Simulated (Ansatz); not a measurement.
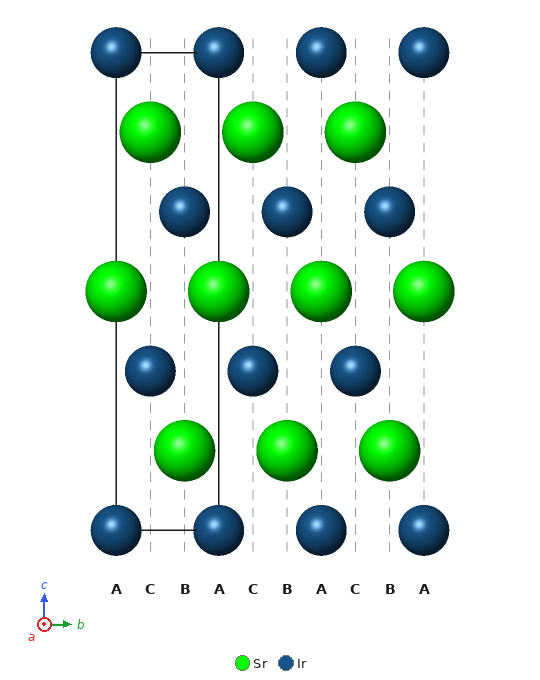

The picture looks along a close-packed row of the hexagonal mesh; c points upwards. The dashed lines mark the three columns A (0, 0), B (1/3, 2/3) and C (2/3, 1/3). The sequence starts with the first layer at or above the cell's origin.

SrIr (space group R-3m, No. 166): the end point of a relaxation with DFT PBE, scalar-relativistic, plane waves, PAW (Ansatz); the starting structure was generated, so it need not be a known form of this composition.

Q: List the layers of one repeat.

A: Ir(A) – Sr(B) – Ir(C) – Sr(A) – Ir(B) – Sr(C) (six layers in 13.78 Å).
